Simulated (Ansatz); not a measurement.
# LaGaO3 (Pm-3m): following an unstable mode, part 3 of 3

Which phase does LaGaO3 (Pm-3m) fall into along its unstable mode, and how much energy does it gain?

Ansatz 0.2.0; DFT PBEsol, scalar-relativistic, plane waves, PAW; PAW set soft_1.

So far. Step 5 (Energy along the mode, all amplitudes (two of the runs …): The lowest of the steps tried is at 0.45 Å, 39.7 meV/atom below the parent; the bottom of the well need not coincide with a step. Step 7 (The new phase in its own primitive cell): The largest force component left is 0.019 meV/Å and the pressure is 0.003 GPa, within the tolerances set. The cell now holds 11.63 Å³/atom. The relaxed cell has a = 5.450, c = 7.834 Å (conventional setting).

## (8) Modes of the new phase, k-mesh 6×6×6

A relaxed structure may still be a saddle point, so its zone-centre modes are computed. The response to a homogeneous field gives the Born charges and the dielectric tensor.

Contents of input.yaml:

```yaml
crystal:
  lattice:
    - [-2.7248630956, 2.7248630956, 3.9171286762]
    - [2.7248630956, -2.7248630956, 3.9171286762]
    - [2.7248630956, 2.7248630956, -3.9171286762]
  atoms:
    - { symbol: La, position: [0.75, 0.25, 0.5] }
    - { symbol: La, position: [0.25, 0.75, 0.5] }
    - { symbol: Ga, position: [0.0, 0.0, 0.0] }
    - { symbol: Ga, position: [0.5, 0.5, 0.0] }
    - { symbol: O, position: [0.6956265798, 0.8043734202, 0.5] }
    - { symbol: O, position: [0.3043734202, 0.1956265798, 0.5] }
    - { symbol: O, position: [0.8043734202, 0.3043734202, 0.1087468404] }
    - { symbol: O, position: [0.1956265798, 0.6956265798, 0.8912531596] }
    - { symbol: O, position: [0.25, 0.25, 0.0] }
    - { symbol: O, position: [0.75, 0.75, 0.0] }
kpoints:
  mp_grid: { grid: [6, 6, 6] }
hamiltonian:
  xc: pbesol
  pseudopotentials: { kind: paw, azcp: { folder: soft_1 }, xc_functional: pbe }
scf:
  occupations: { method: fixed }
output:
  eigenvalues: true
phonons:
  method: dfpt
  dielectric: true
  rigid_motions: translations
```

Launch:

```console
$ ansatz run input.yaml --threads 4 --pin off --max-ram 10240MiB --backend cpu --events-out ev --progress --plain --runs-dir out
```

Numbers of over 12 decimals in the logs are rounded to 6 here.

Log:

```text
[...]
Crystal: 10 atoms, lattice volume = 116.337 Å³
Basis set: ecut = 420 eV, 2253 PW (Γ), exchange–correlation on 80×80×80 points (8 copies of the dense FFT grid, shifted against one another)
Bands: 52, of which v1, the nominal top of the filled ones, is band 42 counted from 1 (41 counted from 0)
Symmetry: 16 space group operations
k-points: 112 of 216 (irreducible under 1 space group operation, time reversal used)
[...]
SCF iter   1: F=—  HF=-23187.784584 eV  |F-HF|=—  |Δ(HF+E_count)|=         —  Δρ=8.10e-2  dr2=5.04e0  ethr=3.10e-3  ⟨swp⟩=3.6  Hψ=20726  notcnv=0  defer=157
[...]
SCF iter  13: F=-23186.703435 eV  HF=-23186.703435 eV  |F-HF|=1.09e-11  |Δ(HF+E_count)|=  1.82e-11  Δρ=1.34e-7  dr2=1.55e-11  ethr=1.00e-12  ⟨swp⟩=16.5  Hψ=42366  notcnv=0
SCF 1 converged in 13 iterations: F = -23186.703435 eV  dr2 = 1.55e-11
[...]
NSCF: frozen V_eff on 4 k-points
DFPT response loops at Γ: preconditioner auto → none (the input reference at scf.mixing.eps_inf says where Resta's filter doesn't serve); β = 0.50; Broyden in place of MSR1
SCF converged after 13 iterations
Free energy (F): -23186.703435 eV
[...]
Internal energy: -23186.703435 eV  (E = F + TS)
E sigma→0 (E₀):  -23186.703435 eV
Fermi energy:    11.341271 eV
[...]
--- Band table (eV; the first three rows and the last of 112) ---
  k-point 0: bands = [... 38 lower, 11.0308, 11.0308, 11.1230, 11.1281, 14.7958, 14.8213, 15.9445, 15.9445, ... 6 higher]
  k-point 1: bands = [... 38 lower, 10.7920, 10.9276, 11.0678, 11.0965, 15.1899, 15.4192, 15.9023, 15.9720, ... 6 higher]
  k-point 2: bands = [... 38 lower, 10.5196, 10.6293, 11.0678, 11.0942, 15.7505, 15.8202, 16.0146, 16.0204, ... 6 higher]
  k-point 111: bands = [... 38 lower, 10.7187, 10.7187, 10.8807, 11.3413, 15.9267, 15.9267, 16.0768, 16.0781, ... 6 higher]
--- Phonons (Γ-DFPT): 8 representative perturbations + reference, on 112 of 216 k-points (Σ response iterations 38) ---
  k mesh reduced under 1 symmetry operation, with k and −k counted as one. Each operation leaves every solved perturbation unchanged. A smaller set is not considered because the run solves the response to a homogeneous field
  ASR residual: 1.404e-4 → 0.000e0 eV/Å²; symmetrization residual: 2.317e-5 eV/Å²
  ASR residual per site (eV/Å²): 4.85e-5 4.85e-5 2.45e-5 2.45e-5 8.82e-5 8.82e-5 8.82e-5 8.82e-5 1.40e-4 1.40e-4
  Γ frequencies (cm⁻¹): -98.51 -98.51 0.00 0.00 0.00 133.98 133.98 140.14 140.14 148.67 165.89 232.91 232.91 277.97 280.21 280.21 282.44 295.37 295.37 297.82 329.18 390.57 390.57 416.15 418.72 424.45 577.10 577.10 607.77 712.81
  ε∞ (high-frequency dielectric tensor):
        5.030413     0.000000     0.000000
        0.000000     5.030413    -0.000000
       -0.000000     0.000000     5.354973
  softest optical mode at Γ: -98.51 cm⁻¹; the repairs (sum rule, projections) moved no ω² at Γ by more than (3.77 cm⁻¹)²
  Born effective charges Z* (e; rows j = field, columns β = displacement):
    site 0:
         4.08996    0.00000    0.00000
         0.00000    4.08996   -0.00000
         0.00000    0.00000    4.90599
    site 1:
         4.08996    0.00000    0.00000
         0.00000    4.08996    0.00000
         0.00000    0.00000    4.90599
    site 2:
         3.32191   -0.06467    0.00000
         0.06467    3.32191   -0.00000
         0.00000    0.00000    3.30768
    site 3:
         3.32191    0.06467    0.00000
        -0.06467    3.32191   -0.00000
         0.00000    0.00000    3.30768
    site 4:
        -2.50688   -0.21381   -0.00000
        -0.21381   -2.50688   -0.00000
        -0.00000    0.00000   -2.67190
    site 5:
        -2.50688   -0.21381    0.00000
        -0.21381   -2.50688   -0.00000
        -0.00000   -0.00000   -2.67190
    site 6:
        -2.50688    0.21381   -0.00000
         0.21381   -2.50688    0.00000
        -0.00000   -0.00000   -2.67190
    site 7:
        -2.50688    0.21381    0.00000
         0.21381   -2.50688    0.00000
        -0.00000   -0.00000   -2.67190
    site 8:
        -2.39812    0.00000    0.00000
         0.00000   -2.39812   -0.00000
         0.00000    0.00000   -2.86987
    site 9:
        -2.39812    0.00000    0.00000
         0.00000   -2.39812    0.00000
         0.00000    0.00000   -2.86987
  Z* charge neutrality: 6.753e-6 e pre-enforcement
  k-mesh period / interband length: 32.7 Å / 1.56 Å = 20.98 at k = (0.0000, 0.0000, 0.0000), direct gap 3.668 eV — 14 or more, which is no proof of convergence
  optical modes at Γ without the LO–TO term, one row a degenerate level:
      ω (cm⁻¹)  modes    IR ((D/Å)²/amu)
        -98.51      2             0.0000
        133.98      2            37.6270
        140.14      2             0.0000
        148.67      1             0.0000
        165.89      1            15.2711
        232.91      2            30.4088
        277.97      1             0.0000
[...]
optical modes at Γ + LO–TO along q̂ = [1.0000, 0.0000, 0.0000]:
      ω (cm⁻¹)  modes    IR ((D/Å)²/amu)
[...]
optical modes at Γ + LO–TO along q̂ = [0.0000, 1.0000, 0.0000]:
      ω (cm⁻¹)  modes    IR ((D/Å)²/amu)
[...]
optical modes at Γ + LO–TO along q̂ = [0.0000, 0.0000, 1.0000]:
      ω (cm⁻¹)  modes    IR ((D/Å)²/amu)
[...]
280.21      2             8.0346
        295.37      2            38.9958
        297.82      1             0.0000
        329.18      1             0.0000
        390.57      2             0.0000
        416.15      1             0.0000
        418.72      1             0.0000
        424.45      1             0.0000
        511.46      1            31.2142
        577.10      2            16.8552
        672.78      1            48.5347
        712.81      1             0.0000
```

Elapsed: 6.9 min, on 4 threads of Arm Neoverse V1, shared host; peak memory 3.2 GiB.

This step gave:

```
sum-rule residual before enforcement                    : 1.40e-4 eV/Å²
miss of the charge sum rule                             : 6.75e-6 e
point group                                             : 4/mmm
highest optical mode at the zone centre (no LO-TO term) : 712.8 cm⁻¹
lowest optical zone-centre mode                         : -98.51 cm⁻¹
mean high-frequency dielectric constant                 : 5.139
largest Born charge (third of the trace)                : 4.362 e
top of the zone-centre spectrum with the field          : 712.8 cm⁻¹
```

Without the LO-TO term. Patterns of degenerate modes are one choice out of their space. Modes at Γ, with each element's share of the kinetic energy (negative means imaginary):

| mode | frequency (cm⁻¹) | symmetry | La % | Ga % | O % |
| --- | --- | --- | --- | --- | --- |
| 1 | -98.5 | Eg | 9 | 0 | 91 |
| 2 | -98.5 | Eg | 9 | 0 | 91 |
| 3 | 0.0 | acoustic | 54 | 27 | 19 |
| 4 | 0.0 | acoustic | 54 | 27 | 19 |
| 5 | 0.0 | acoustic | 54 | 27 | 19 |
| 6 | 134.0 | Eu | 42 | 21 | 37 |
| 7 | 134.0 | Eu | 42 | 21 | 37 |
| 8 | 140.1 | Eg | 90 | 0 | 10 |
| 9 | 140.1 | Eg | 90 | 0 | 10 |
| 10 | 148.7 | B2g | 100 | 0 | 0 |
| 11 | 165.9 | A2u | 46 | 35 | 20 |
| 12 | 232.9 | Eu | 3 | 40 | 58 |
| 13 | 232.9 | Eu | 3 | 40 | 58 |
| 14 | 278.0 | A1g | 0 | 0 | 100 |
| 15 | 280.2 | Eu | 1 | 59 | 40 |
| 16 | 280.2 | Eu | 1 | 59 | 40 |
| 17 | 282.4 | A2u | 0 | 34 | 66 |
| 18 | 295.4 | Eu | 0 | 49 | 51 |
| 19 | 295.4 | Eu | 0 | 49 | 51 |
| 20 | 297.8 | A1u | 0 | 100 | 0 |
| 21 | 329.2 | B1u | 0 | 0 | 100 |
| 22 | 390.6 | Eg | 1 | 0 | 99 |
| 23 | 390.6 | Eg | 1 | 0 | 99 |
| 24 | 416.1 | B1g | 0 | 0 | 100 |
| 25 | 418.7 | A2g | 0 | 0 | 100 |
| 26 | 424.4 | B2g | 0 | 0 | 100 |
| 27 | 577.1 | Eu | 0 | 4 | 96 |
| 28 | 577.1 | Eu | 0 | 4 | 96 |
| 29 | 607.8 | A2u | 0 | 5 | 95 |
| 30 | 712.8 | A2g | 0 | 0 | 100 |

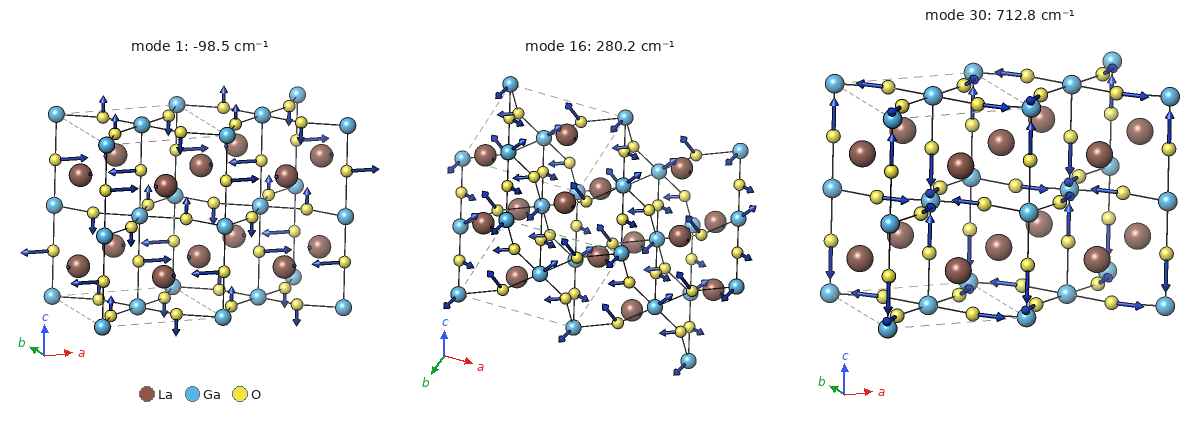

Displacement patterns of modes 1, 16 and 30 at Γ; arrows are exaggerated. 2×1×1 conventional cells are drawn. Some periodic images of atoms are drawn too.

Optical modes at the zone centre, without and with the macroscopic field of the longitudinal modes; each column is sorted by frequency, so a row need not hold one and the same mode. Modes with and without the field, by row:

| rank among optical modes | no field (cm⁻¹) | q along (1, 0, 0) (cm⁻¹) | q along (0, 0, 1) (cm⁻¹) |
| --- | --- | --- | --- |
| 1 | -98.5 | -98.5 | -98.5 |
| 2 | -98.5 | -98.5 | -98.5 |
| 3 | 134 | 134 | 134 |
| 4 | 134 | 140.1 | 134 |
| 5 | 140.1 | 140.1 | 140.1 |
| 6 | 140.1 | 148.7 | 140.1 |
| 7 | 148.7 | 165.9 | 148.7 |
| 8 | 165.9 | 177.1 | 192.1 |
| 9 | 232.9 | 232.9 | 232.9 |
| 10 | 232.9 | 258.4 | 232.9 |
| 11 | 278 | 278 | 278 |
| 12 | 280.2 | 280.2 | 280.2 |
| 13 | 280.2 | 282.4 | 280.2 |
| 14 | 282.4 | 283.4 | 295.4 |
| 15 | 295.4 | 295.4 | 295.4 |
| 16 | 295.4 | 297.8 | 297.8 |
| 17 | 297.8 | 329.2 | 329.2 |
| 18 | 329.2 | 390.6 | 390.6 |
| 19 | 390.6 | 390.6 | 390.6 |
| 20 | 390.6 | 416.1 | 416.1 |
| 21 | 416.1 | 418.7 | 418.7 |
| 22 | 418.7 | 424.4 | 424.4 |
| 23 | 424.4 | 473.1 | 511.5 |
| 24 | 577.1 | 577.1 | 577.1 |
| 25 | 577.1 | 607.8 | 577.1 |
| 26 | 607.8 | 639.6 | 672.8 |
| 27 | 712.8 | 712.8 | 712.8 |

Born charge (rows field, columns displacement) (e), principal values of the symmetric part by kind of site:

| atom | atoms with these values | low | middle | high | mean |
| --- | --- | --- | --- | --- | --- |
| La1 | 2 | 4.09 | 4.09 | 4.91 | 4.36 |
| Ga3 | 2 | 3.31 | 3.32 | 3.32 | 3.32 |
| O5 | 4 | -2.72 | -2.67 | -2.29 | -2.56 |
| O9 | 2 | -2.87 | -2.40 | -2.40 | -2.56 |

In full for O9:

```
-2.40  0.00  0.00
 0.00 -2.40  0.00
 0.00  0.00 -2.87
```

High-frequency dielectric tensor:

```
5.03 0.00 0.00
0.00 5.03 0.00
0.00 0.00 5.36
```

Transverse modes; imaginary modes are left out. Lines of the infrared spectrum (strongest = 100):

| position (cm⁻¹) | label | relative intensity |
| --- | --- | --- |
| 134 | Eu | 67 |
| 140 | Eg | 0.0 |
| 149 | B2g | 0.0 |
| 166 | A2u | 27 |
| 233 | Eu | 54 |
| 278 | A1g | 0.0 |
| 280 | Eu | 14 |
| 282 | A2u | 100 |
| 295 | Eu | 70 |
| 298 | A1u | 0.0 |
| 329 | B1u | 0.0 |
| 391 | Eg | 0.0 |
| 416 | B1g | 0.0 |
| 419 | A2g | 0.0 |
| 424 | B2g | 0.0 |
| 577 | Eu | 30 |
| 608 | A2u | 16 |
| 713 | A2g | 0.0 |

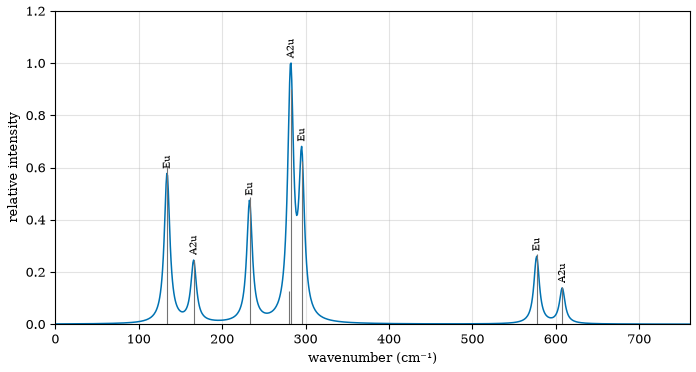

The infrared spectrum, broadened with Lorentzians of width 8 cm⁻¹; bars mark the lines.

Before it was imposed, the acoustic sum rule was missed by 1.4e-4 eV/Å² and the charge sum rule by 6.8e-6 e. Small misses are needed for a sound result but don't prove that mesh and cutoff are converged. The lowest optical mode is imaginary, 98.5i cm⁻¹, so the energy falls along it.

## (9) Outcome

| Item | Value |
| --- | --- |
| unstable mode of the parent | q = (-0.5, -0.5, -0.5), 213i cm⁻¹ |
| depth at the lowest point sampled | 39.7 meV/atom |
| largest atomic shift at that point | 0.45 Å |
| space group reached (within 0.01 Å) | I4/mcm |
| energy gained over the parent (first relaxation, on the mesh of the frozen mode) | 43.1 meV/atom |
| volume per atom, phase reached | 11.6 Å³ |
| gap on the k-mesh, phase reached | 3.45 eV |
| lowest optical zone-centre mode, phase reached | -98.5 cm⁻¹ |
| highest optical mode at the zone centre (no LO-TO term), phase reached | 713 cm⁻¹ |

**Reading.** Along this mode the structure falls into I4/mcm, 43.1 meV/atom below the parent. At the parent's cell the well is 39.72 meV/atom deep on the steps tried, with its lowest point at a shift of 0.45 Å. Relaxing atoms and cell changes the gain by +3.35 meV/atom against the lowest step (energies at zero smearing). The new phase still has an imaginary mode at the zone centre of its cell, so it is a saddle point on the way to a lower structure. Of the 4 patterns followed to their end from this parent, this one ends 6.02 meV/atom above the lowest, Imma. Each path keeps the symmetry of its pattern, so a lower phase may lie along a pattern not tried. Spin-orbit coupling is left out, which can matter for the heavy elements here. The PAW files were made for PBE and serve the other functionals too.

[Logs are printed without paths, hosts, clocks, repeated set-up lines and the standing remarks that a program may print on its own settings, such as how far it seeks lower states.]

[Hosts, paths, dates, database ids (printed as entryN), source tags and the programs' standing remarks are cut or masked in the printed files.]
